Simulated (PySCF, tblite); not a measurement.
# C3H7N: changes of charge, electronic excitations, EPR parameters, part 3 of 3

tblite 0.8.0 and PySCF 2.14.0. Atoms count from 0.

## 19. Electronic excitations: TDDFT PBE0/def2-SVPD

What the job is given:

```
{"job": {"kind": "uv", "xc": "PBE0", "basis": "def2-SVPD", "nstates": 6, "ntriplets": 0}, "charge": 0, "multiplicity": 1}
C      1.354617    -0.343652    -0.008146
C      0.069704     0.432049     0.001980
C     -1.193294    -0.387981    -0.010548
N      0.113763     1.704663     0.019224
H      1.405474    -1.001107    -0.891368
H      1.419320    -0.995941     0.878156
H      2.211299     0.341447    -0.015782
H     -2.091211     0.245345     0.018731
H     -1.234672    -1.015538    -0.915665
H     -1.217276    -1.074304     0.851324
H     -0.831068     2.099632     0.026087
```

With the program's defaults for keys left out, this is: TDDFT PBE0/def2-SVPD, vertical, gas phase, core orbitals frozen in the response.

Standard output:

```text
coarse grid: 8664 points
cycle   1  E = -172.8798587877  dE =  2.209e-01  |g| = 4.265e-01  |ddm| = 4.372e+00
cycle   2  E = -172.8289694637  dE =  5.089e-02  |g| = 6.497e-01  |ddm| = 3.060e+00
cycle   3  E = -172.9239387472  dE = -9.497e-02  |g| = 1.156e-01  |ddm| = 2.217e+00
cycle   4  E = -172.9271232969  dE = -3.185e-03  |g| = 2.332e-02  |ddm| = 1.709e-01
cycle   5  E = -172.9272545499  dE = -1.313e-04  |g| = 3.465e-03  |ddm| = 4.773e-02
cycle   6  E = -172.9272571544  dE = -2.605e-06  |g| = 1.274e-03  |ddm| = 9.864e-03
final grid: 82224 points
cycle   7  E = -172.9482955653  dE = -2.080e-05  |g| = 6.657e-03  |ddm| = 7.630e-02
cycle   8  E = -172.9482928629  dE =  2.702e-06  |g| = 7.449e-03  |ddm| = 3.533e-02
cycle   9  E = -172.9483073987  dE = -1.454e-05  |g| = 4.299e-04  |ddm| = 1.973e-02
cycle  10  E = -172.9483074286  dE = -2.991e-08  |g| = 2.620e-04  |ddm| = 1.401e-03
cycle  11  E = -172.9483074432  dE = -1.459e-08  |g| = 5.557e-05  |ddm| = 5.731e-04
cycle  12  E = -172.9483074440  dE = -7.299e-10  |g| = 1.332e-05  |ddm| = 9.430e-05
converged SCF energy = -172.9483074440

Static polarisability (au): isotropic 46.486, principal 36.513 48.622 54.322

Singlet excitations
state   eV       nm        f      main configurations
  1   5.4967    225.6   0.00190   H->L 0.99
  2   6.8630    180.7   0.03840   H->L+1 0.97
  3   7.9060    156.8   0.00102   H-1->L+1 0.97
  4   7.9276    156.4   0.04049   H->L+2 0.78, H->L+3 0.10, H-1->L 0.10
  5   8.0572    153.9   0.10372   H-1->L 0.50, H->L+3 0.46
  6   8.5134    145.6   0.24232   H->L+3 0.41, H-1->L 0.32, H->L+2 0.20
```

Wall time 7.2 s (1 thread of Arm Neoverse V1, shared host).

The orbitals next to the gap, with their largest atomic shares:

```csv
orbital,eV,atoms
HOMO−3,-10.95,"C0 34 %, N3 14 %, C1 13 %"
HOMO−2,-10.38,"C0 27 %, C2 22 %, H6 13 %"
HOMO−1,-8.53,"N3 47 %, C1 27 %, C0 7 %"
HOMO,-7.42,"N3 62 %, C1 12 %, H10 9 %"
LUMO,0.08,"C1 35 %, N3 35 %, C2 6 %"
LUMO+1,0.58,"C2 26 %, C0 15 %, C1 11 %"
LUMO+2,1.66,"C0 26 %, H7 13 %, H5 11 %"
```

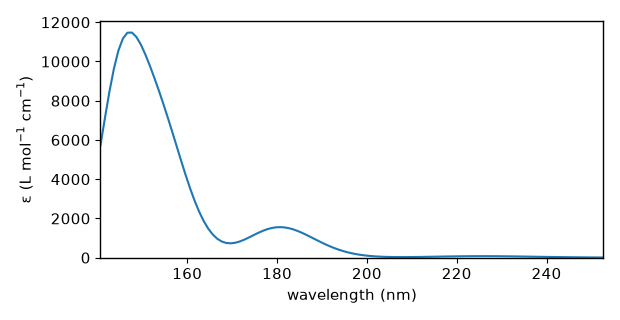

Absorption spectrum: each of the 6 states is a Gaussian band of 0.4 eV half-width at 1/e. Beyond the last state computed it falls off for lack of states.

Further results of this job:

```csv
property,computed
dipole moment (D),2.49
polarisability (Å³),6.89
HOMO–LUMO gap (eV),7.50
−ε(HOMO) (eV),7.42
```

## 20. EPR parameters (C₃H₇N+ (doublet), CC(C)=[NH+]): UKS B3LYP, pcH-1 on C H N

What the job is given:

```
{"job": {"kind": "epr", "basis": "pcH-1"}, "charge": 1, "multiplicity": 2}
C      1.368756    -0.283564     0.131889
C      0.022137     0.355772     0.014789
C     -1.203466    -0.495940    -0.184847
N     -0.099711     1.598584     0.083798
H      1.545500    -0.876866    -0.779427
H      1.341578    -0.981391     0.984217
H      2.171308     0.449429     0.268899
H     -2.126745     0.087245    -0.279875
H     -1.043110    -1.100935    -1.091479
H     -1.275396    -1.176374     0.679156
H     -0.691018     2.431593     0.066365
```

With the program's defaults for keys left out, this is: UKS B3LYP, pcH-1 on C H N, non-relativistic, mean-field spin-orbit, GIAO.

Standard output:

```text
UKS, coarse grid
  cycle   1  E = -172.92912179  |g| = 2.45e-01
  cycle   2  E = -172.92300444  |g| = 2.78e-01
  cycle   3  E = -172.95972294  |g| = 6.81e-02
  cycle   4  E = -172.96106790  |g| = 4.11e-02
  cycle   5  E = -172.96185691  |g| = 7.93e-03
  cycle   6  E = -172.96190752  |g| = 2.50e-03
  cycle   7  E = -172.96191654  |g| = 1.35e-03
  cycle   8  E = -172.96191954  |g| = 4.08e-04
UKS, final grid
  cycle   1  E = -172.96192253  |g| = 2.83e-04
  cycle   2  E = -172.96192261  |g| = 2.96e-04
  cycle   3  E = -172.96192266  |g| = 1.28e-04
  cycle   4  E = -172.96192268  |g| = 9.62e-05
  cycle   5  E = -172.96192269  |g| = 1.82e-05
  cycle   6  E = -172.96192269  |g| = 4.40e-06
E = -172.96192269 Eh   <S^2> = 0.7569 (exact 0.7500)
g shifts (ppm)      1          2          3
  rmc          -230       -230       -230
  gc              6         42         12
  oz_so         141        355       1340
  total         -83        167       1122
hyperfine (MHz)  atom isotope    a_iso     a_fc   dipolar eigenvalues
    0   13C      41.38      41.38     -8.89     -7.86     16.75
    1   13C     -40.44     -40.44    -19.79      1.79     18.01
    2   13C      58.30      58.30    -13.56    -12.27     25.83
    3   14N      82.74      82.74    -44.04    -35.19     79.23
    4    1H      -2.29      -2.29     -4.34     -1.70      6.04
    5    1H      -2.49      -2.49     -4.34     -1.70      6.04
    6    1H      -6.51      -6.51     -7.50     -2.13      9.63
    7    1H      -7.33      -7.33     -8.42     -2.19     10.60
    8    1H       9.99       9.99     -6.22     -1.07      7.28
    9    1H       7.52       7.52     -6.22     -1.01      7.23
   10    1H       9.89       9.89    -44.99    -15.57     60.56
```

Run time: 16 s. Hardware: 1 thread of Arm Neoverse V1, shared host.

Principal g values 2.00224, 2.00249, 2.00344; g(iso) = 2.00272, against 2.00232 for a free electron.

Mean a(iso) over the nuclei that a row names, and the largest dipolar term of the row (other rows stand at the frozen geometry):

```csv
nuclei,isotope,a(iso) (MHz),"a(iso) (G, at g = 2.0023)",largest dipolar term (MHz)
N3,14N,82.7,29.5,79.2
C2,13C,58.3,20.8,25.8
C0,13C,41.4,14.8,16.7
C1,13C,-40.4,-14.4,-19.8
H10,1H,9.9,3.5,60.6
"H4, H5, H6",1H,-3.8,-1.3,9.6
"H7, H8, H9",1H,3.4,1.2,10.6
```

Mulliken spin populations:

```csv
atom,value (e)
C0,0.07
C1,-0.10
C2,0.11
N3,0.92
H4,0.00
H5,0.00
H6,0.00
H7,0.00
H8,0.00
H9,0.00
H10,0.00
```

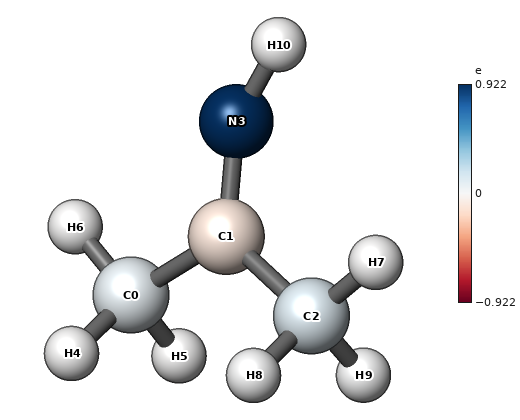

Mulliken spin populations, as colours on the atoms.

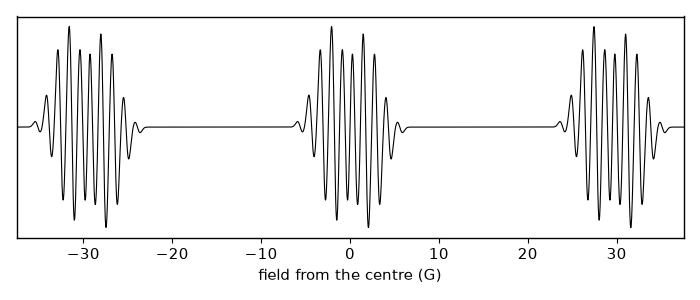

First-order isotropic spectrum (first derivative, main isotopes with spin only, couplings over 0.8 MHz, Gaussian width 0.3 G; couplings of the frozen geometry, rotation of groups not averaged beyond the rows shown).

## 21. Spectra of the species

What the job is given:

```
{"job": {"kind": "rx", "dirs": [1, -1], "geom": {"xc": "PBE0", "basis": "ma-def2-SVP", "d3": "d3bj", "grid": 1}, "hess": 1, "level": {"xc": "wB97X", "basis": "ma-def2-TZVP", "d3": "d3bj", "solvents": ["acetonitrile"]}, "spectra": true}, "charge": 0, "multiplicity": 1}
C      1.354617    -0.343652    -0.008146
C      0.069704     0.432049     0.001980
C     -1.193294    -0.387981    -0.010548
N      0.113763     1.704663     0.019224
H      1.405474    -1.001107    -0.891368
H      1.419320    -0.995941     0.878156
H      2.211299     0.341447    -0.015782
H     -2.091211     0.245345     0.018731
H     -1.234672    -1.015538    -0.915665
H     -1.217276    -1.074304     0.851324
H     -0.831068     2.099632     0.026087
```

Standard output:

```text
uv CC(C)=N +0: TDDFT PBE0/def2-SVPD, vertical, gas phase, core orbitals frozen in the response
epr CC(C)=[NH+] +1: UKS B3LYP, pcH-1 on C H N, non-relativistic, mean-field spin-orbit, GIAO
```

Run time: 23 s. Hardware: 1 thread of Arm Neoverse V1, shared host.

This step only lists the spectra that were run on the species above.

## 22. Summary of results

What follows sums up all 3 parts.

```
                                     quantity                                                      value
    strongest single infrared mode (GFN2-xTB)                                      1751 cm⁻¹, 195 km/mol
                 zero-point energy (GFN2-xTB)                                              59.4 kcal/mol
                                  point group                                                         Cs
         rotational constants (main isotopes)                                       9.74, 8.52, 4.82 GHz
ionisation energy (wB97X-D3(BJ)/ma-def2-TZVP)                        vertical 9.88 eV, adiabatic 9.08 eV
electron affinity (wB97X-D3(BJ)/ma-def2-TZVP)  vertical -0.94 eV (unbound: the value hangs on the basis)
              lowest singlet (PBE0/def2-SVPD)                                5.50 eV (226 nm), f = 0.002
     brightest single state of those computed                                state 6, 8.51 eV, f = 0.242
```

What this shows: All 27 modes are real, so the xTB geometry is a minimum. The strongest single mode, at 1751 cm⁻¹, moves mainly C1 and N3. Unscaled tight-binding wavenumbers are off by several per cent, some by more. Its intensities can rank the bands wrongly. The optimisation took 3 steps and gained 0.044 eV; among the close pairs (by a distance rule), C1–N3 changed most, from 1.257 to 1.273 Å (PBE0/ma-def2-SVP). At wB97X-D3(BJ)/ma-def2-TZVP, relaxation with the zero-point term after oxidation moves the energy taken up from 9.88 eV (vertical) to 9.08 eV (adiabatic, with zero-point energy). The lowest singlet, at 5.50 eV, is HOMO→LUMO 0.99 and is weak; of the 6 states computed, the strongest absorption comes from state 6 at 8.51 eV (the last computed, so partners may be missing). States above −ε(HOMO) lie where TDDFT describes them poorly and they hang on the basis; the brightest is among them.
